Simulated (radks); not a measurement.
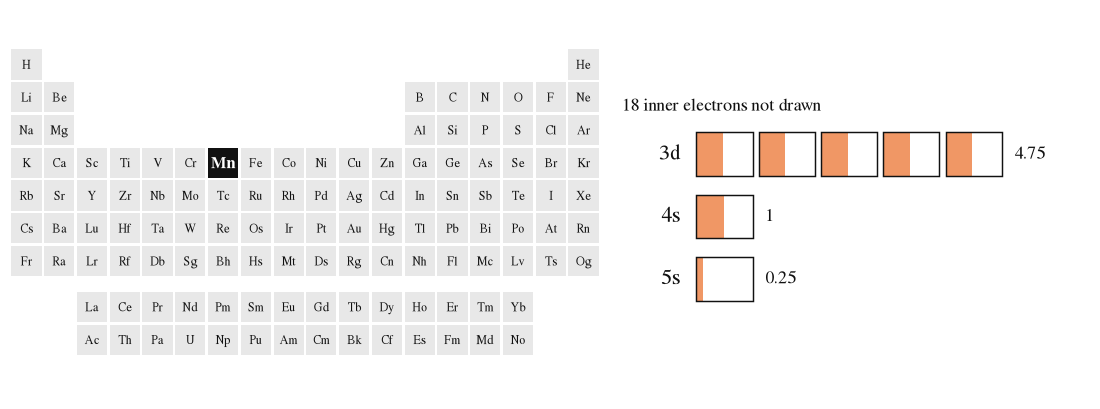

**Figure 1.** Left, the place of manganese in the periodic table; right, the outer shells as the input fills them: a box for each of the 2l + 1 orbitals, shaded by the share of the shell that is filled, with the electron count at the right.

Atomic calculation, with input and output: Mn⁺

- system: Mn⁺, configuration [Ar] 3d4.75 4s1 5s0.25.
- method: non-relativistic Kohn-Sham, SCAN, spin-polarised, spherical densities, point nucleus (radks)

### The input
```
Z 25
configuration [Ar] 3d4.75 4s1 5s0.25
relativity non-relativistic
functional scan,scan
spin polarised
nucleus point
```

Energies in input and log are in hartree, lengths in bohr.

### The program's output
```
3d      2   0.0000          -1.65725098
4s      2   0.0000          -0.91189972
5s      2   0.0000          -0.30953779
Etot 1.0404483572300783e+36
Ekin -1.2976378387931405e+36
Encl -7.238100518745676e+19
Eh 2.338086196024592e+36
Exc -1.3731065148688943e+24
err 4.740575274101145e+26
it 6
```

### What the run reported

| quantity | value |
| --- | --- |
| outcome | not converged |
| total energy | 1040448357230078330085679590535069696.0000 hartree |
| kinetic energy | −1297637838793140543099817753478955008.0000 hartree |
| electron–nucleus energy | −72381005187456761856.0000 hartree |
| Hartree energy | 2338086196024592048814344283036319744.0000 hartree |
| exchange–correlation energy | −1373106514868894330519552.0000 hartree |
| SCF iterations | 6 |
| hardware | 1 CPU thread, shared host |

### What went wrong

The run did not meet its convergence test in 6 iterations, so its last values are not results.
